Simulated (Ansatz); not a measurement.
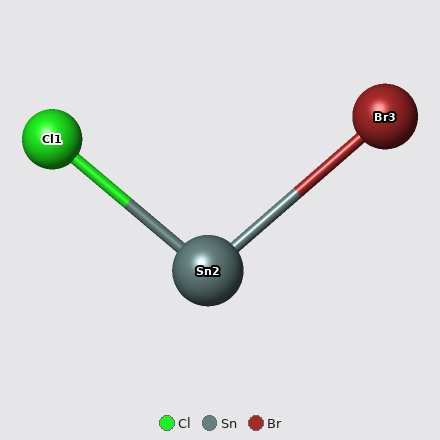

The system is BrClSn, SMILES [Cl][Sn][Br]; the picture shows the grid point nearest to the relaxed geometry. 
- Two internal coordinates are moved rigidly from the geometry relaxed at PBE0-D4/def2-TZVP, all others fixed.
- First axis: bond Cl1–Sn2. Second axis: angle Br3–Sn2–Cl1.
- Grid: 5 × 5 points.
- Points are written as (first, second).
- Energies are in eV, from the lowest grid point.
- Computed with RKS r2SCAN-D4/def2-TZVPP (Ansatz 0.2.0).

Its coordinates:

```yaml
atoms:
  - { symbol: Cl, position_ang: [0.5805, 1.7108, 0.4952] }
  - { symbol: Sn, position_ang: [-0.8125, 0.2933, -0.4104] }
  - { symbol: Br, position_ang: [0.4502, -1.8359, 0.0510] }
```

Range: bond Cl1–Sn2 from 1.938 to 3.427 Å; angle Br3–Sn2–Cl1 from 74.8 to 122.8°.

Question: Predict the map.

Answer: The lowest grid point is at (2.543 Å, 98.8°). The bottom of the well lies between grid points, at about (2.363 Å, 98°), about 0.14 eV lower on the interpolated surface. It is the only kind of minimum in the scanned range. The highest grid point, (1.938 Å, 74.8°), lies 2.93 eV above the lowest. Round the minimum the two coordinates are nearly uncoupled.

```csv
"angle Br3–Sn2–Cl1 ↓, bond Cl1–Sn2 →",1.938,2.184,2.543,2.962,3.427
122.8,2.40,0.45,0.24,1.01,1.94
110.8,2.12,0.22,0.07,0.90,1.87
98.8,2.02,0.12,0.00,0.86,1.85
86.8,2.20,0.26,0.09,0.93,1.90
74.8,2.93,0.85,0.50,1.18,2.05
```

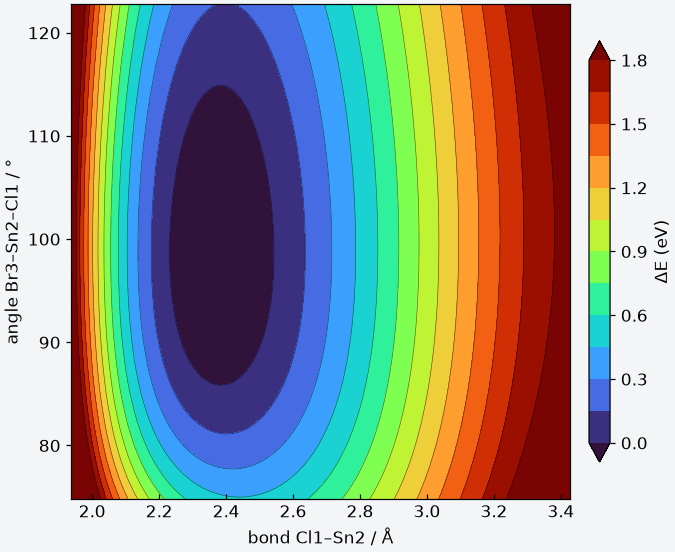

Drawn: filled contours, one colour for all values above the top of the scale. Between grid points the surface is interpolated.
